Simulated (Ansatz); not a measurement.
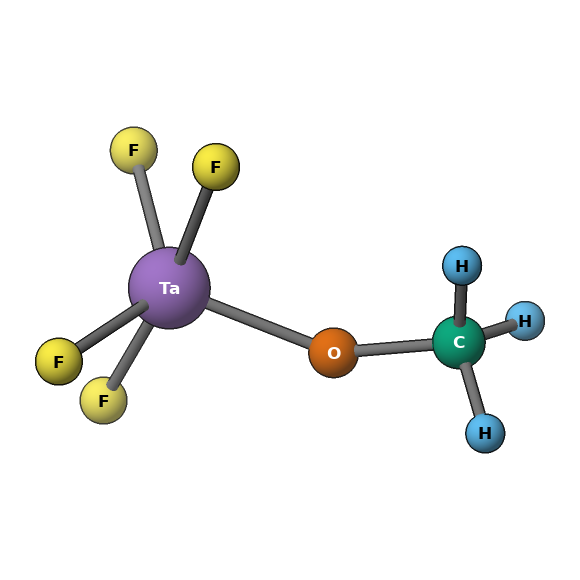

Ball-and-stick drawing of a structure.

Charge 0, singlet. The geometry was computed by an optimisation with PBE0-D4/def2-TZVP.

Question: Count the atoms of each element.

Answer: CH₃F₄OTa, 10 atoms: 1 carbon, 3 hydrogen, 4 fluorine, 1 oxygen and 1 tantalum.

Question: Which point group does it belong to?

Answer: Cs.

The parts below concern this one geometry. Atoms keep their numbers from picture to picture.

**Shape**

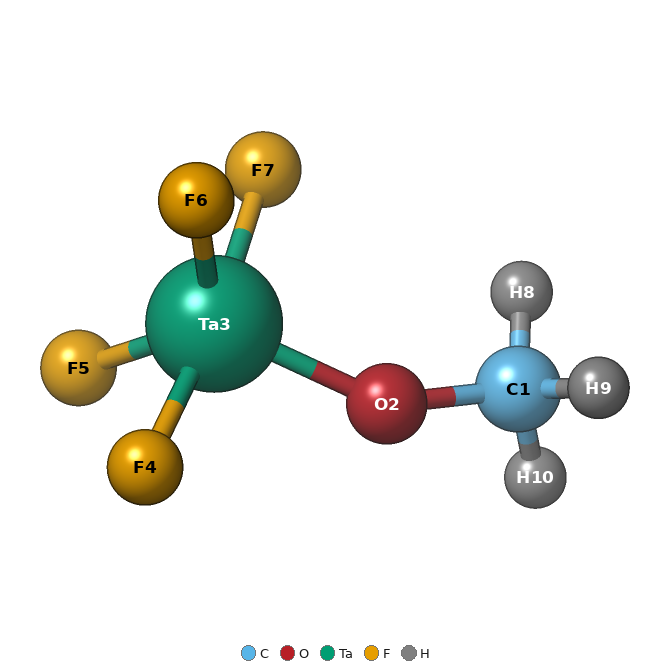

The atoms are numbered.

Question: How are the neighbours of atom 2 arranged?

Answer: O2 has 2 neighbours (C1 at 1.41, Ta3 at 1.84 Å); the arrangement is bent.

Question: What is the geometry at C1?

Answer: C1 has 4 neighbours (O2 at 1.41, H8 at 1.09, H9 at 1.09, H10 at 1.09 Å); the arrangement is tetrahedral.

Question: Describe the coordination of atom 3.

Answer: Ta3 has 5 neighbours (O2 at 1.84, F4 at 1.88, F5 at 1.86, F6 at 1.86, F7 at 1.89 Å); the arrangement is trigonal bipyramidal.

Question: What is the dihedral angle C1–O2–Ta3–F5?

Answer: 88° in size, that is about perpendicular.

**Vibrations**

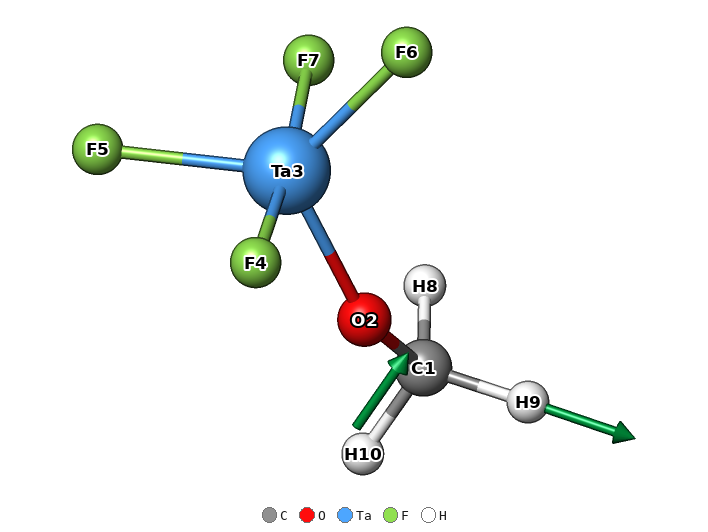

The arrows show one normal mode. Harmonic vibrations computed with RKS PBE0-D4/def2-TZVP, core potentials on Ta (Ansatz 0.2.0) at a stationary point of the same level.

Question: Describe the motion.

Answer: Mostly out-of-phase stretching of 2 C–H bonds.

Question: Estimate its harmonic wavenumber.

Answer: 3146 cm⁻¹; it is mode 24 of 24 counted from the lowest.

**Charges**

The questions are on Mulliken charges. Level of theory: RKS r2SCAN-D4/def2-TZVPP, core potentials on Ta (Ansatz 0.2.0).

Question: Which atom carries the highest charge (most positive or least negative)?

Answer: Ta3 (1.35 e).

Question: And the lowest?

Answer: O2 (−0.36 e).

List the Mulliken charges.

```csv
atom,value (e)
C1,0.01
O2,−0.36
Ta3,1.35
F4,−0.33
F5,−0.29
F6,−0.29
F7,−0.34
H8,0.09
H9,0.08
H10,0.08
```

**Dipole moment**

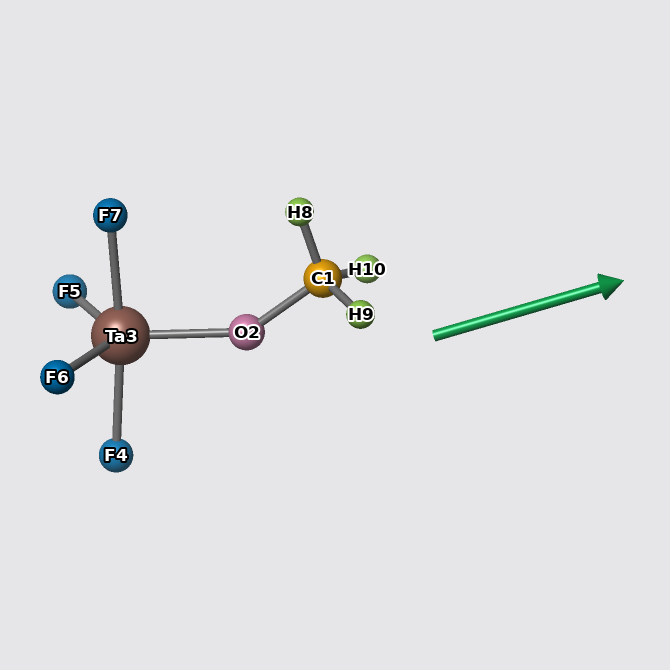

The arrow beside the molecule shows the direction of the dipole moment, from the negative to the positive end (its length means nothing). Method: RKS B3LYP-D4/def2-TZVPP, core potentials on Ta (Ansatz 0.2.0).

Question: Estimate the dipole moment.

Answer: 3.48 D; it points from the side of F4, F5, F6 to the side of H9, H10 (the outermost atoms at the two ends).

**Levels of theory compared**

Program: Ansatz 0.2.0.

At this fixed geometry, give HOMO energy (eV) at these levels: B97M-V/def2-TZVPP; BHLYP-D4/def2-TZVPP; BLYP-D4/def2-TZVPP; HSE06 (plane-wave form)-D4/def2-TZVPP; PBE-D4/def2-TZVPP; PBE0-D4/def2-QZVPP; PBE0-D4/def2-TZVPP; r2SCAN-D4/def2-TZVPP; r2SCAN0-D4/def2-TZVPP; revPBE-D4/def2-TZVPP; ωB97M-V/def2-TZVPP; ωB97X-V/def2-TZVPP.

```json
{"level": "B97M-V/def2-TZVPP", "HOMO energy (eV)": "−8.83"}
{"level": "BHLYP-D4/def2-TZVPP", "HOMO energy (eV)": "−11.60"}
{"level": "BLYP-D4/def2-TZVPP", "HOMO energy (eV)": "−8.26"}
{"level": "HSE06 (plane-wave form)-D4/def2-TZVPP", "HOMO energy (eV)": "−9.60"}
{"level": "PBE-D4/def2-TZVPP", "HOMO energy (eV)": "−8.34"}
{"level": "PBE0-D4/def2-QZVPP", "HOMO energy (eV)": "−10.02"}
{"level": "PBE0-D4/def2-TZVPP", "HOMO energy (eV)": "−10.01"}
{"level": "r2SCAN-D4/def2-TZVPP", "HOMO energy (eV)": "−8.73"}
{"level": "r2SCAN0-D4/def2-TZVPP", "HOMO energy (eV)": "−10.28"}
{"level": "revPBE-D4/def2-TZVPP", "HOMO energy (eV)": "−8.26"}
{"level": "ωB97M-V/def2-TZVPP", "HOMO energy (eV)": "−12.38"}
{"level": "ωB97X-V/def2-TZVPP", "HOMO energy (eV)": "−12.46"}
```

Mulliken values depend strongly on the basis set and can even reverse the polarity of a bond.
